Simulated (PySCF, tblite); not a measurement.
# C₄H₈GeSi: vibronic structure

Aim: compute the vibronic structure of C₄H₈GeSi (`[SiH3][C]1=CC=[CH][GeH2]1`).

Programs: tblite 0.8.0 and PySCF 2.14.0, with routines of our own; each step states its level. All values are computed. Atoms count from 0.

## (1) The system as given

14 atoms, charge 0, multiplicity 1; geometry from: force field or distance geometry start.

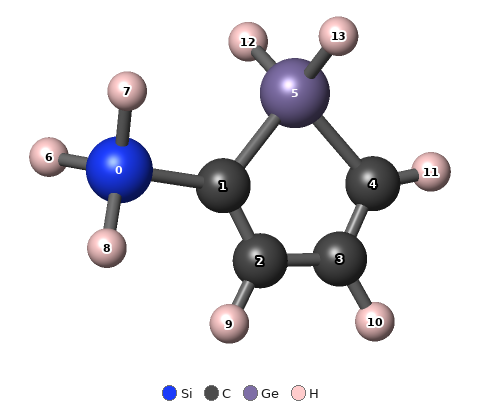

The starting geometry (silicon blue, carbon dark grey, germanium purple, hydrogen pink).

## (2) Optimising the geometry with GFN2-xTB

The job: settings as JSON, then the geometry in Å.

```
{"job": {"kind": "relax", "xc": "GFN2-xTB", "basis": "xTB"}, "charge": 0, "multiplicity": 1}
Si     2.341400    -0.070400    -0.333000
C      0.492200    -0.112600    -0.098600
C     -0.283300    -1.168400    -0.124100
C     -1.672600    -0.992100     0.075100
C     -2.151200     0.199300     0.323900
Ge    -0.633800     1.410800     0.275500
H      2.932500    -0.059100     1.005300
H      2.709100     1.151000    -1.031400
H      2.703200    -1.250200    -1.102700
H      0.164000    -2.171600    -0.326200
H     -2.394500    -1.864800     0.059500
H     -3.155600     0.488000     0.495300
H     -0.358500     2.048900     1.657000
H     -0.693700     2.390800    -0.897900
```

On the command line:

```sh
$ OMP_NUM_THREADS=1 python excited_run.py task.json out
```

One launch serves the whole session: the jobs run in the order shown.

Output:

```text
step      E/eV     max force
  0    -440.88068    3.619
  1    -441.04524    1.271
  2    -441.08605    0.406
  3    -441.09851    0.323
  4    -441.11626    0.386
  5    -441.12686    0.462
  6    -441.14463    0.323
  7    -441.15500    0.356
  8    -441.16016    0.162
  9    -441.16293    0.174
 10    -441.16456    0.104
 11    -441.16571    0.072
 12    -441.16655    0.064
 13    -441.16720    0.076
 14    -441.16766    0.072
 15    -441.16797    0.049
 16    -441.16819    0.038
 17    -441.16841    0.043
 18    -441.16867    0.049
 19    -441.16892    0.042
 20    -441.16913    0.039
 21    -441.16932    0.046
 22    -441.16954    0.046
 23    -441.16976    0.039
 24    -441.16996    0.031
 25    -441.17010    0.031
 26    -441.17021    0.031
 27    -441.17033    0.034
 28    -441.17044    0.029
 29    -441.17053    0.022
 30    -441.17062    0.023
 31    -441.17074    0.033
 32    -441.17092    0.044
 33    -441.17114    0.043
 34    -441.17132    0.037
 35    -441.17144    0.029
 36    -441.17150    0.018
 37    -441.17154    0.015
 38    -441.17156    0.012
 39    -441.17158    0.011
 40    -441.17161    0.014
 41    -441.17165    0.022
 42    -441.17170    0.027
 43    -441.17175    0.022
 44    -441.17180    0.023
 45    -441.17184    0.025
 46    -441.17190    0.028
 47    -441.17199    0.041
 48    -441.17211    0.046
 49    -441.17224    0.040
 50    -441.17241    0.050
 51    -441.17262    0.054
 52    -441.17289    0.044
 53    -441.17317    0.047
 54    -441.17342    0.043
 55    -441.17368    0.053
 56    -441.17405    0.062
 57    -441.17462    0.066
 58    -441.17532    0.073
 59    -441.17524    0.097
 60    -441.17601    0.042
 61    -441.17625    0.025
 62    -441.17638    0.024
 63    -441.17656    0.028
 64    -441.17671    0.036
 65    -441.17690    0.034
 66    -441.17709    0.031
 67    -441.17726    0.032
 68    -441.17736    0.027
 69    -441.17742    0.022
 70    -441.17746    0.019
 71    -441.17749    0.016
 72    -441.17751    0.013
 73    -441.17753    0.009
```

It took 0.41 s on 1 thread of Intel Xeon Platinum 8559C, shared host; peak memory 0.18 GiB.

Along the way: (not every step is listed)

| step | energy from step 0 (eV) | largest force (eV/Å) |
| --- | --- | --- |
| 0 | 0.0000 | 3.6192 |
| 1 | -0.1646 | 1.2711 |
| 2 | -0.2054 | 0.4059 |
| 3 | -0.2178 | 0.3232 |
| 4 | -0.2356 | 0.3856 |
| 5 | -0.2462 | 0.4618 |
| 6 | -0.2640 | 0.3226 |
| 7 | -0.2743 | 0.3558 |
| 8 | -0.2795 | 0.1616 |
| 14 | -0.2870 | 0.0724 |
| 20 | -0.2885 | 0.0387 |
| 26 | -0.2895 | 0.0311 |
| 32 | -0.2902 | 0.0440 |
| 38 | -0.2909 | 0.0116 |
| 44 | -0.2911 | 0.0232 |
| 50 | -0.2917 | 0.0502 |
| 56 | -0.2934 | 0.0617 |
| 62 | -0.2957 | 0.0237 |
| 68 | -0.2967 | 0.0269 |
| 69 | -0.2967 | 0.0217 |
| 70 | -0.2968 | 0.0192 |
| 71 | -0.2968 | 0.0162 |
| 72 | -0.2968 | 0.0127 |
| 73 | -0.2969 | 0.0094 |

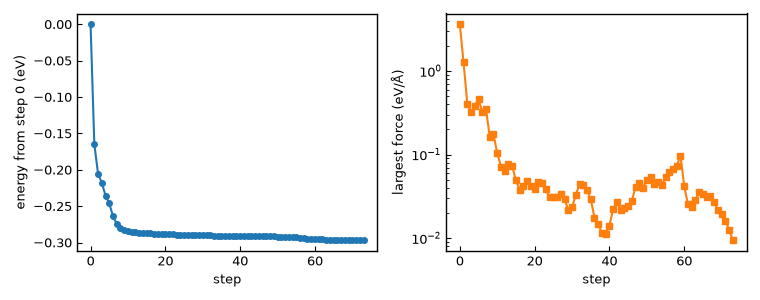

Energy and force, step by step.

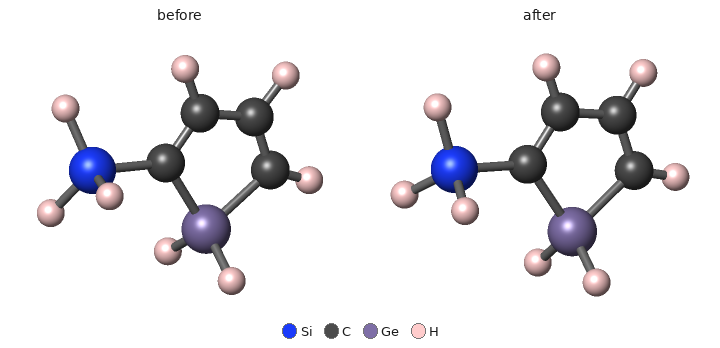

The geometry before (left) and after (right).

Close pairs (by a distance rule), those that changed most:

| bond | before (Å) | after (Å) | change (Å) |
| --- | --- | --- | --- |
| C3–H10 | 1.133 | 1.082 | -0.051 |
| Ge5–H12 | 1.546 | 1.503 | -0.043 |
| C2–C3 | 1.415 | 1.458 | +0.043 |
| C1–Ge5 | 1.931 | 1.969 | +0.038 |
| C2–H9 | 1.117 | 1.082 | -0.034 |
| C1–C2 | 1.310 | 1.343 | +0.033 |
| C3–C4 | 1.308 | 1.338 | +0.030 |
| Ge5–H13 | 1.530 | 1.503 | -0.027 |

The final coordinates are the input of the step that follows.

## (3) Infrared spectrum with GFN2-xTB

The job: settings as JSON, then the geometry in Å.

```
{"job": {"kind": "ir", "xc": "GFN2-xTB", "basis": "xTB"}, "charge": 0, "multiplicity": 1}
Si     2.367178    -0.097673    -0.333408
C      0.509046    -0.085701    -0.100262
C     -0.288145    -1.160914    -0.213669
C     -1.719424    -1.008803     0.016921
C     -2.173433     0.208789     0.335240
Ge    -0.652108     1.431539     0.374983
H      3.001042     0.307095     0.926096
H      2.727494     0.856066    -1.387989
H      2.801509    -1.447330    -0.703182
H      0.087556    -2.143842    -0.467509
H     -2.355419    -1.879573    -0.073408
H     -3.214878     0.408026     0.522697
H     -0.380462     2.063695     1.711332
H     -0.710632     2.548153    -0.630009
```

Output:

```text
mode    cm-1     km/mol
  1      72.0      0.15
  2     135.5      0.03
  3     148.7      0.20
  4     226.3      0.03
  5     338.0      9.96
  6     359.7      0.04
  7     417.0      0.46
  8     426.0     24.18
  9     532.2     76.50
 10     550.5    100.34
 11     555.2    111.76
 12     579.5     12.32
 13     597.7     44.57
 14     732.2     47.69
 15     739.4     62.67
 16     779.0    164.28
 17     783.2    192.19
 18     786.6    339.21
 19     829.2    262.96
 20     869.2      0.84
 21     911.4      0.30
 22     961.9    158.62
 23    1019.5      1.81
 24    1117.1      6.07
 25    1239.5      0.53
 26    1290.1      0.45
 27    1535.5     10.13
 28    1607.7     19.91
 29    1941.2    266.88
 30    2002.9    462.05
 31    2225.2    418.51
 32    2229.5    193.95
 33    2242.2    315.35
 34    3037.0     28.71
 35    3049.2     90.76
 36    3089.5     47.92
```

It took 0.42 s on 1 thread of Intel Xeon Platinum 8559C, shared host; peak memory 0.18 GiB.

Which atoms move in the most intense modes:

| cm⁻¹ | km/mol | atoms |
| --- | --- | --- |
| 783 | 192.2 | H6 40 %, H7 38 %, H8 18 % |
| 787 | 339.2 | H6 33 %, H7 33 %, H8 17 % |
| 829 | 263.0 | H13 45 %, H12 45 % |
| 1941 | 266.9 | H13 51 %, H12 48 % |
| 2003 | 462.1 | H12 51 %, H13 47 % |
| 2225 | 418.5 | H6 59 %, H7 37 % |
| 2230 | 193.9 | H7 60 %, H6 38 % |
| 2242 | 315.4 | H8 97 % |

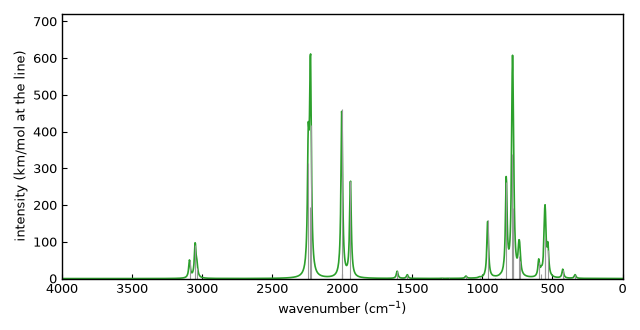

The infrared spectrum from these modes, unscaled. Lines are broadened to a width of 14 cm⁻¹ (Lorentzian).

## (4) Vibronic structure: TDA LC-wPBE/def2-SVP

Settings changed since step 3:

```diff
@@ -1,2 +1,2 @@
-{"job": {"kind": "ir", "xc": "GFN2-xTB", "basis": "xTB"}, "charge": 0, "multiplicity": 1}
+{"job": {"kind": "vib", "xc": "LC-wPBE", "basis": "def2-SVP", "tda": true}, "charge": 0, "multiplicity": 1}
 Si     2.367178    -0.097673    -0.333408
```

Method: TDA LC-wPBE/def2-SVP vertical-gradient vibronic structure (displaced harmonic oscillators, Condon), gas phase.

Output:

```text
final grid: 54328 points
cycle   1  E = -2522.6898847346  dE =  2.173e-01  |g| = 4.708e-01  |ddm| = 3.936e+00
cycle   2  E = -2522.7179523422  dE = -2.807e-02  |g| = 3.934e-01  |ddm| = 6.630e-01
cycle   3  E = -2522.7353667586  dE = -1.741e-02  |g| = 4.178e-02  |ddm| = 2.659e-01
cycle   4  E = -2522.7360195264  dE = -6.528e-04  |g| = 1.322e-02  |ddm| = 1.076e-01
cycle   5  E = -2522.7360783882  dE = -5.886e-05  |g| = 4.617e-03  |ddm| = 2.305e-02
cycle   6  E = -2522.7360868124  dE = -8.424e-06  |g| = 1.669e-03  |ddm| = 7.957e-03
cycle   7  E = -2522.7360883211  dE = -1.509e-06  |g| = 6.280e-04  |ddm| = 3.449e-03
cycle   8  E = -2522.7360885090  dE = -1.878e-07  |g| = 1.540e-04  |ddm| = 1.219e-03
cycle   9  E = -2522.7360885323  dE = -2.338e-08  |g| = 4.816e-05  |ddm| = 4.398e-04
cycle  10  E = -2522.7360885335  dE = -1.192e-09  |g| = 2.393e-05  |ddm| = 1.074e-04
cycle  11  E = -2522.7360885338  dE = -2.888e-10  |g| = 8.070e-06  |ddm| = 4.532e-05
converged SCF energy = -2522.7360885338

Singlet excitations (eV, f): 5.041 (0.1697)  5.364 (0.0001)  6.306 (0.0030)  7.462 (0.0068)  7.550 (0.1165)  7.655 (0.0102)

State S1  5.0409 eV  f = 0.16970  H->L 0.93
  relaxed dipole 1.388 D, largest gradient of the excitation energy 0.1030 Eh/bohr
  mode    cm-1        S   lambda/meV  Raman
   27   1535.5    2.3761     452.4   1.000
   23   1019.5    0.4595      58.1   0.085
    5    338.0    1.3277      55.6   0.027
   24   1117.1    0.1196      16.6   0.027
   22    961.9    0.1361      16.2   0.022
   19    829.2    0.1275      13.1   0.016
   29   1941.2    0.0446      10.7   0.030
   12    579.5    0.1064       7.6   0.006
   15    739.4    0.0794       7.3   0.008
    7    417.0    0.1351       7.0   0.004
   11    555.2    0.0532       3.7   0.003
   26   1290.1    0.0189       3.0   0.006
  reorganisation energy 0.6566 eV, total S 5.210, 0-0 4.3843 eV
  absorption maximum 4.996 eV, width 0.784 eV

State S5  7.5502 eV  f = 0.11652  H-3->L 0.79, H->L+4 0.10
  relaxed dipole 1.217 D, largest gradient of the excitation energy 0.0805 Eh/bohr
  mode    cm-1        S   lambda/meV  Raman
   27   1535.5    1.6849     320.8   1.000
   19    829.2    0.9960     102.4   0.172
   29   1941.2    0.1144      27.5   0.109
    7    417.0    0.2965      15.3   0.013
   22    961.9    0.1036      12.3   0.024
   12    579.5    0.1421      10.2   0.012
   26   1290.1    0.0533       8.5   0.022
    3    148.7    0.4208       7.8   0.002
    5    338.0    0.1508       6.3   0.004
   15    739.4    0.0680       6.2   0.009
   11    555.2    0.0294       2.0   0.002
  reorganisation energy 0.5245 eV, total S 4.135, 0-0 7.0256 eV
  absorption maximum 7.420 eV, width 0.638 eV

State S6  7.6553 eV  f = 0.01019  H-4->L 0.36, H-6->L 0.30, H->L+1 0.22
  relaxed dipole 1.557 D, largest gradient of the excitation energy 0.0976 Eh/bohr
  mode    cm-1        S   lambda/meV  Raman
   27   1535.5    1.5759     300.0   1.000
   28   1607.7    0.4409      87.9   0.307
    3    148.7    1.6871      31.1   0.010
    5    338.0    0.7052      29.6   0.022
   24   1117.1    0.1335      18.5   0.045
   22    961.9    0.1422      17.0   0.035
    9    532.2    0.1395       9.2   0.011
   19    829.2    0.0726       7.5   0.013
    7    417.0    0.1303       6.7   0.006
   29   1941.2    0.0155       3.7   0.016
   12    579.5    0.0495       3.6   0.004
   25   1239.5    0.0225       3.5   0.009
  reorganisation energy 0.5265 eV, total S 5.233, 0-0 7.1288 eV
  absorption maximum 7.569 eV, width 0.650 eV

State T1  2.6783 eV  f = 0.00000  H->L 0.92
  relaxed dipole 0.863 D, largest gradient of the excitation energy 0.1204 Eh/bohr
  mode    cm-1        S   lambda/meV  Raman
   27   1535.5    3.5456     675.0   1.000
   23   1019.5    0.4665      59.0   0.058
    5    338.0    0.6652      27.9   0.009
   24   1117.1    0.1659      23.0   0.025
   22    961.9    0.0958      11.4   0.011
   15    739.4    0.0875       8.0   0.006
   12    579.5    0.0782       5.6   0.003
   11    555.2    0.0605       4.2   0.002
   26   1290.1    0.0249       4.0   0.005
    7    417.0    0.0716       3.7   0.001
   29   1941.2    0.0114       2.8   0.005
  reorganisation energy 0.8282 eV, total S 5.361, 0-0 1.8501 eV
  absorption maximum 2.611 eV, width 0.836 eV
```

Run time: 45 s. Hardware: 1 thread of Intel Xeon Platinum 8559C, shared host; peak memory 0.76 GiB.

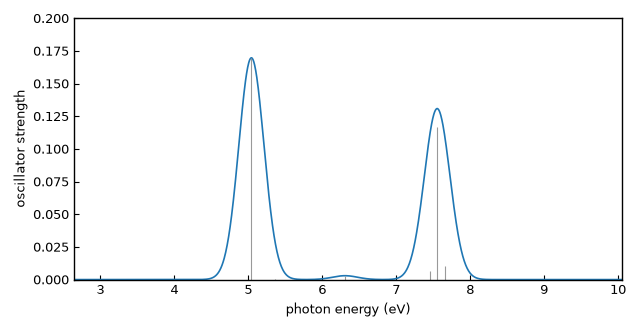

Absorption lines of the singlets. Lines are broadened to a width of 0.40 eV (Gaussian).

Orbitals, density, ELF and potential are computed afterwards from the orbital file.

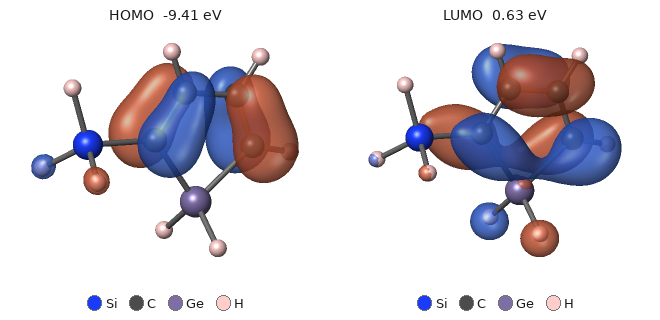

Frontier orbitals at LC-wPBE/def2-SVP; each surface holds 70 % of the orbital's density, blue and red mark the sign.

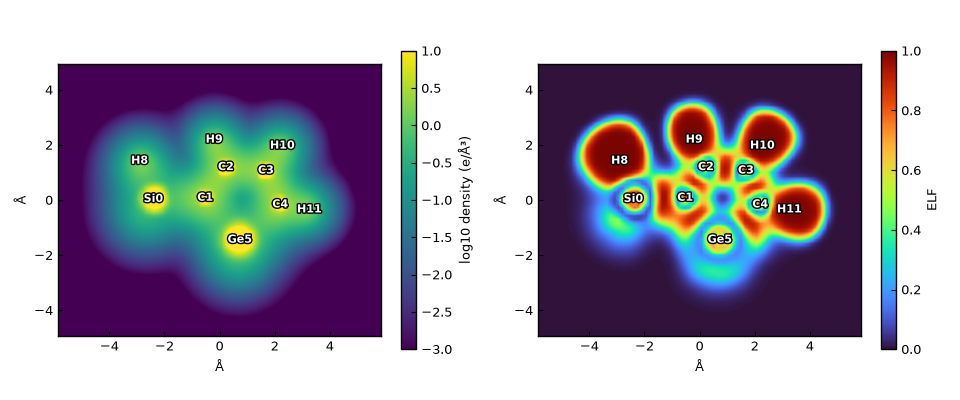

Density (left) and ELF (right) in a plane through or near 10 of the atoms.

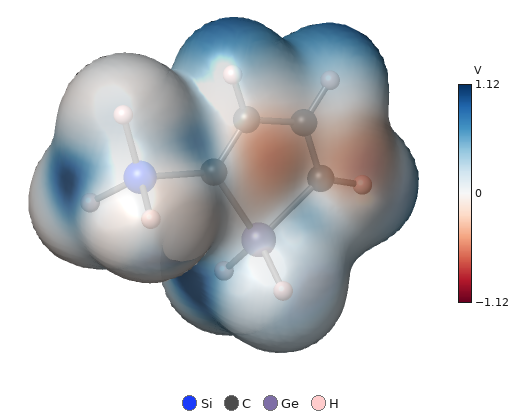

Electrostatic potential on the surface of density 0.002 e/bohr³; red is low, blue high. It runs, from the 1st to the 99th percentile, from -0.50 V near C4 to 1.12 V near Ge5.

## (5) Vibronic structure: TDA LC-wPBE/def2-SVP

Settings changed since step 4:

```diff
@@ -1,2 +1,2 @@
-{"job": {"kind": "vib", "xc": "LC-wPBE", "basis": "def2-SVP", "tda": true}, "charge": 0, "multiplicity": 1}
+{"job": {"kind": "vib", "xc": "LC-wPBE", "basis": "def2-SVP", "tda": true, "nstates": 4, "nbright": 1}, "charge": 0, "multiplicity": 1}
 Si     2.367178    -0.097673    -0.333408
```

Method: TDA LC-wPBE/def2-SVP vertical-gradient vibronic structure (displaced harmonic oscillators, Condon), gas phase.

Output:

```text
final grid: 54328 points
cycle   1  E = -2522.6898847346  dE =  2.173e-01  |g| = 4.708e-01  |ddm| = 3.936e+00
cycle   2  E = -2522.7179523422  dE = -2.807e-02  |g| = 3.934e-01  |ddm| = 6.630e-01
cycle   3  E = -2522.7353667586  dE = -1.741e-02  |g| = 4.178e-02  |ddm| = 2.659e-01
cycle   4  E = -2522.7360195264  dE = -6.528e-04  |g| = 1.322e-02  |ddm| = 1.076e-01
cycle   5  E = -2522.7360783882  dE = -5.886e-05  |g| = 4.617e-03  |ddm| = 2.305e-02
cycle   6  E = -2522.7360868124  dE = -8.424e-06  |g| = 1.669e-03  |ddm| = 7.957e-03
cycle   7  E = -2522.7360883211  dE = -1.509e-06  |g| = 6.280e-04  |ddm| = 3.449e-03
cycle   8  E = -2522.7360885090  dE = -1.878e-07  |g| = 1.540e-04  |ddm| = 1.219e-03
cycle   9  E = -2522.7360885323  dE = -2.338e-08  |g| = 4.816e-05  |ddm| = 4.398e-04
cycle  10  E = -2522.7360885335  dE = -1.192e-09  |g| = 2.393e-05  |ddm| = 1.074e-04
cycle  11  E = -2522.7360885338  dE = -2.888e-10  |g| = 8.070e-06  |ddm| = 4.532e-05
converged SCF energy = -2522.7360885338

Singlet excitations (eV, f): 5.041 (0.1697)  5.364 (0.0001)  6.306 (0.0030)  7.462 (0.0068)

State S1  5.0409 eV  f = 0.16970  H->L 0.93
  relaxed dipole 1.389 D, largest gradient of the excitation energy 0.1030 Eh/bohr
  mode    cm-1        S   lambda/meV  Raman
   27   1535.5    2.3761     452.4   1.000
   23   1019.5    0.4595      58.1   0.085
    5    338.0    1.3277      55.6   0.027
   24   1117.1    0.1196      16.6   0.027
   22    961.9    0.1362      16.2   0.022
   19    829.2    0.1275      13.1   0.016
   29   1941.2    0.0446      10.7   0.030
   12    579.5    0.1064       7.6   0.006
   15    739.4    0.0794       7.3   0.008
    7    417.0    0.1351       7.0   0.004
   11    555.2    0.0532       3.7   0.003
   26   1290.1    0.0190       3.0   0.006
  reorganisation energy 0.6566 eV, total S 5.209, 0-0 4.3843 eV
  absorption maximum 4.996 eV, width 0.784 eV

State T1  2.6783 eV  f = 0.00000  H->L 0.92
  relaxed dipole 0.863 D, largest gradient of the excitation energy 0.1204 Eh/bohr
  mode    cm-1        S   lambda/meV  Raman
   27   1535.5    3.5456     675.0   1.000
   23   1019.5    0.4665      59.0   0.058
    5    338.0    0.6652      27.9   0.009
   24   1117.1    0.1659      23.0   0.025
   22    961.9    0.0959      11.4   0.011
   15    739.4    0.0875       8.0   0.006
   12    579.5    0.0782       5.6   0.003
   11    555.2    0.0605       4.2   0.002
   26   1290.1    0.0249       4.0   0.005
    7    417.0    0.0716       3.7   0.001
   29   1941.2    0.0114       2.8   0.005
  reorganisation energy 0.8282 eV, total S 5.361, 0-0 1.8501 eV
  absorption maximum 2.611 eV, width 0.836 eV
```

Run time: 31 s. Hardware: 1 thread of Intel Xeon Platinum 8559C, shared host; peak memory 0.79 GiB.

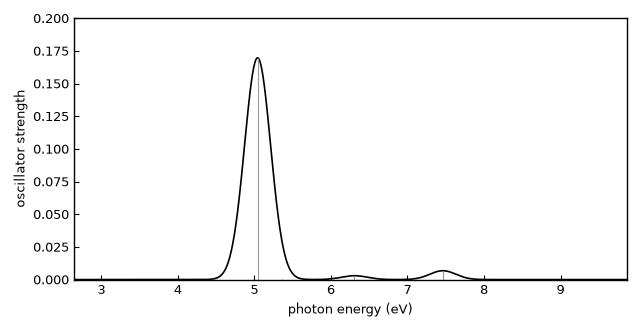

Absorption lines of the singlets. Lines are broadened to a width of 0.40 eV (Gaussian).

## (6) Results

| quantity | value |
| --- | --- |
| strongest single infrared mode (GFN2-xTB) | 2003 cm⁻¹, 462 km/mol |
| zero-point energy (GFN2-xTB) | 57.1 kcal/mol |
| S1: vertical, reorganisation, 0-0, total S (step 4, TDA LC-wPBE/def2-SVP, modes from GFN2-xTB) | 5.04, 0.66, 4.38 eV; 5.2 |
| S5: vertical, reorganisation, 0-0, total S (step 4, TDA LC-wPBE/def2-SVP, modes from GFN2-xTB) | 7.55, 0.52, 7.03 eV; 4.1 |
| S6: vertical, reorganisation, 0-0, total S (step 4, TDA LC-wPBE/def2-SVP, modes from GFN2-xTB) | 7.66, 0.53, 7.13 eV; 5.2 |
| surface potential, 1st and 99th percentile | -0.50 V and 1.12 V |
| S1: vertical, reorganisation, 0-0, total S (step 5, TDA LC-wPBE/def2-SVP, modes from GFN2-xTB) | 5.04, 0.66, 4.38 eV; 5.2 |
| T1: vertical, reorganisation, 0-0, total S (step 5, TDA LC-wPBE/def2-SVP, modes from GFN2-xTB) | 2.68, 0.83, 1.85 eV; 5.4 |

**Reading.** No mode is imaginary among the 36: a minimum at this level. The strongest single mode, at 2003 cm⁻¹, moves mainly H12 and H13. GFN2-xTB is a fitted tight-binding method: band positions and strengths are rough. Its intensities can rank the bands wrongly. Steps that list no spin-orbit terms leave them out, which matters at and beside the heavy atoms. The vibronic model keeps the ground-state modes (from xTB) and shifts them along the gradient alone, so it can miss much of the relaxation that a full optimisation finds.
